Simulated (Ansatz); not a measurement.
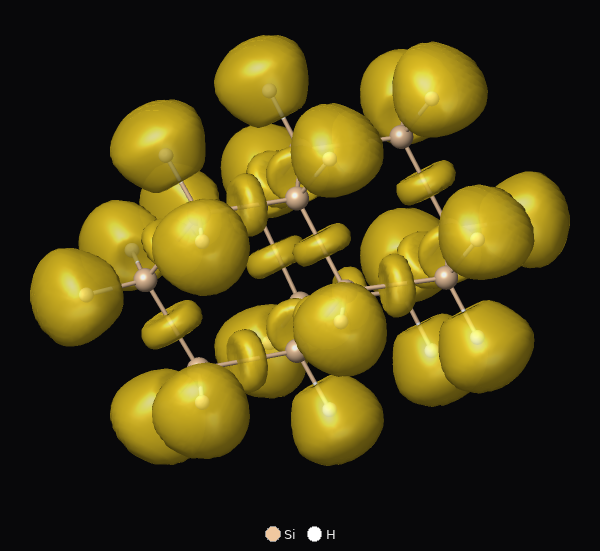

Figure. H₂₀Si₁₃ (Si13H20 off sphere). Isosurface of the electron localisation function at 0.85 (yellow), seen at a tilt. Core shells and regions of very low density are left out.

Geometry: PBE-D4/def2-SVP.

These are results of RKS PBE0-D4/def2-TZVP (Ansatz), not measurements.

Input

```
crystal:
  periodic: [false, false, false]
  atoms:
    - {symbol: Si, position_ang: [0.657529, -3.383954, 0.520428]}
    - {symbol: Si, position_ang: [-2.248487, 2.249100, -2.156156]}
    - {symbol: Si, position_ang: [0.815054, -0.814747, -2.266517]}
    - {symbol: Si, position_ang: [-2.026165, -0.677729, 0.419628]}
    - {symbol: Si, position_ang: [0.633181, -0.634016, 3.205140]}
    - {symbol: Si, position_ang: [0.676838, 2.026070, 0.420574]}
    - {symbol: Si, position_ang: [3.383878, -0.655977, 0.520817]}
    - {symbol: Si, position_ang: [-3.450772, 0.697999, -0.850914]}
    - {symbol: Si, position_ang: [-0.657796, -2.052942, -0.911175]}
    - {symbol: Si, position_ang: [2.006857, -2.006338, 1.873766]}
    - {symbol: Si, position_ang: [-0.699220, 3.451258, -0.848746]}
    - {symbol: Si, position_ang: [2.052309, 0.658621, -0.910835]}
    - {symbol: Si, position_ang: [-0.694513, 0.693550, 1.790452]}
    - {symbol: H, position_ang: [1.532731, -4.301933, -0.297449]}
    - {symbol: H, position_ang: [-0.234237, -4.232298, 1.393473]}
    - {symbol: H, position_ang: [-3.220271, 3.220674, -2.782144]}
    - {symbol: H, position_ang: [-1.530693, 1.532820, -3.269537]}
    - {symbol: H, position_ang: [1.775152, -1.774079, -2.929246]}
    - {symbol: H, position_ang: [0.074574, -0.074575, -3.349807]}
    - {symbol: H, position_ang: [-2.866443, -1.576861, 1.299038]}
    - {symbol: H, position_ang: [-0.244914, -1.487062, 4.086941]}
    - {symbol: H, position_ang: [1.485279, 0.244315, 4.087625]}
    - {symbol: H, position_ang: [1.575858, 2.865851, 1.300577]}
    - {symbol: H, position_ang: [4.302575, -1.530601, -0.296869]}
    - {symbol: H, position_ang: [4.231480, 0.236209, 1.394161]}
    - {symbol: H, position_ang: [-4.343880, -0.137862, -1.735545]}
    - {symbol: H, position_ang: [-4.327282, 1.474723, 0.102225]}
    - {symbol: H, position_ang: [-1.529306, -2.937766, -1.773271]}
    - {symbol: H, position_ang: [2.872513, -2.871491, 2.762064]}
    - {symbol: H, position_ang: [0.136278, 4.346262, -1.731869]}
    - {symbol: H, position_ang: [-1.477198, 4.325854, 0.105162]}
    - {symbol: H, position_ang: [2.936696, 1.530740, -1.772787]}
    - {symbol: H, position_ang: [-1.597625, 1.596164, 2.600807]}
basis:
  gaussian: {orbitals: def2-TZVP, fitting: {mean_field: def2-universal-jkfit}, initial_orbitals: start.molden}
hamiltonian: {xc: pbe0, dispersion: d4}
scf: {omitted_lower_state_checks: [starts]}
output: {forces: true, orbitals: {seedname: orbitals}}
```

Launched as:

```sh
ansatz run in.yaml --threads 2 --pin off --events-out ev --progress --plain --max-ram 32768MiB --backend cuda --devices 0, --max-vram 18GiB
```

Q: Describe the localisation domains.

A: At this value the surface marks out 16 regions between bonded Si–Si atoms (shared pairs) and 20 regions around hydrogen nuclei. Profiles from the grid: Si–Si (2.35 Å): the ELF peaks at about 1 between the atoms, as expected for localised, covalent bonding. Si–H (1.51 Å): the ELF climbs to about 1 towards the hydrogen, as it does in any bond to H.
